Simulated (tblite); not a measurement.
C2H5N2Si: geometry relaxation (part 4 of 4)

The same run, continued: C2H5N2Si, multiplicity 2, SMILES [C]#C[SiH](N)N; GFN2-xTB geometry optimisation, gas phase (tblite 0.8.0). It belongs to a series of runs on one base structure; here: H removed from sp C.

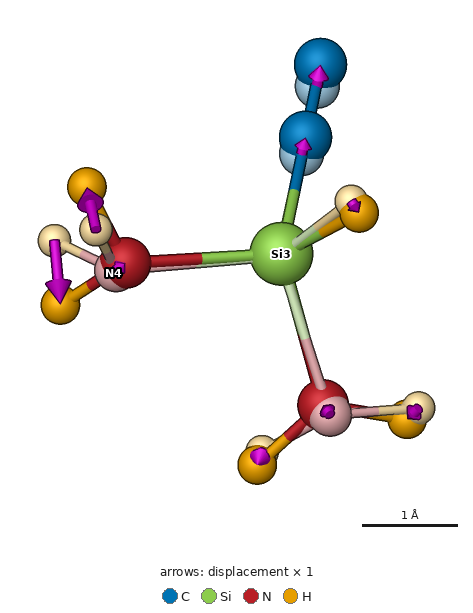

Start (faint) and end (solid) with the displacements as pink arrows, at true length (ball-and-stick view, seen at a tilt). The two geometries are laid on each other by the best rigid fit. The largest move after the best rigid fit is that of H7, 0.71 Å. Largest moves by element: H 0.71 Å, C 0.25 Å, N 0.16 Å, Si 0.04 Å. Distances before and after: Si3–N5 1.794 → 1.720 Å, Si3–N4 1.780 → 1.721 Å, N4–H8 1.051 → 1.006 Å, C2–Si3 1.839 → 1.881 Å. Among the angles that change: Si3–N5–H9 106.0° → 120.3°, Si3–N5–H10 107.2° → 119.2°, Si3–N4–H7 113.8° → 119.9°. After 78 geometry steps the energy has fallen by 8.30 kcal/mol. The largest force component goes from 1.8 to 0.008 eV/Å. (Atoms are counted from 1 in the order of the input.)

The run was set up as follows.

**Input file**
```
{"job": {"kind": "relax", "xc": "GFN2-xTB", "basis": "xTB"}, "charge": 0, "multiplicity": 2}
C     -0.668600     2.838000     0.177400
C     -0.381000     1.679500     0.280900
Si     0.066100    -0.095600     0.461700
N     -1.113900    -1.156700    -0.344100
N      1.628000    -0.415000    -0.360800
H      0.128900    -0.383800     1.877000
H     -1.735000    -0.661500    -1.007200
H     -1.636100    -1.763500     0.337400
H      1.430000    -0.355400    -1.388200
H      2.290400     0.318700    -0.056600
```

The first line tells a small driver script what to run in tblite; the rest is the geometry in Å.

Launch command:
```bash
OMP_NUM_THREADS=1 python <driver script> task.json out
```

**Results in brief**

| quantity | value |
| --- | --- |
| outcome | converged |
| total energy | −387.6832 eV |
| hardware | 1 CPU thread, shared host |
| peak memory | 0.18 GiB |
